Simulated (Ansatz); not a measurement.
Fields on a plane of CuI (zinc blende)

```xyz
2
Lattice="0.0000 3.0115 3.0115 3.0115 0.0000 3.0115 3.0115 3.0115 0.0000" Properties=species:S:1:pos:R:3 pbc="T T T"
I      4.5173     4.5173     4.5173
Cu     0.0000     0.0000     0.0000
```

The slice is a {100} plane (indices of the conventional cell) through the point (0.000, 0.000, 0.000) (fractional), spanned by u = [100] and v = [0 1 -1] in vectors of this cell: u (4.26 Å) and v (4.26 Å, at 90° to u). It covers one period; positions are fractions (u, v).

Atoms on it: Cu at (0.00, 0.00).

All values below come from r2SCAN (plane waves to 500 eV, PAW, scalar-relativistic; Ansatz, a quantum-chemistry and plane-wave program). k mesh 10×10×10. Near the nuclei the fields are pseudised (PAW); where an atom keeps semicore shells as valence, they peak there. CuI is run without spin polarisation. CuI was relaxed with its symmetry unable to fall. Spin-orbit coupling is left out, though I is heavy.

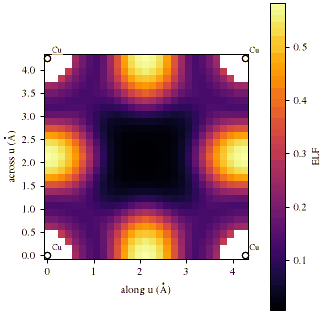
Fig. 1. Electron localisation function (ELF), one period of the plane, atoms marked. Points within 0.5 Å of a nucleus are left white, as the pseudised field means little there.

```
v \ u   0.00   0.14   0.29   0.43   0.57   0.71   0.86
-----  -----  -----  -----  -----  -----  -----  -----
0.96   0.047  0.051  0.048  0.021  0.021  0.048  0.051
0.86   0.046  0.079  0.042  0.023  0.023  0.042  0.079
0.75   0.063  0.052  0.030  0.022  0.022  0.030  0.052
0.64   0.028  0.028  0.023  0.021  0.021  0.023  0.028
0.54   0.020  0.022  0.022  0.020  0.020  0.022  0.022
0.43   0.021  0.023  0.022  0.020  0.020  0.022  0.023
0.32   0.037  0.033  0.025  0.021  0.021  0.025  0.033
0.21   0.074  0.064  0.034  0.023  0.023  0.034  0.064
0.11   0.011  0.074  0.045  0.022  0.022  0.045  0.074
0.00   0.073  0.046  0.049  0.021  0.021  0.049  0.046
```

Values: density of the lowest conduction band (whole band as if filled, smooth part) in e/Å³.
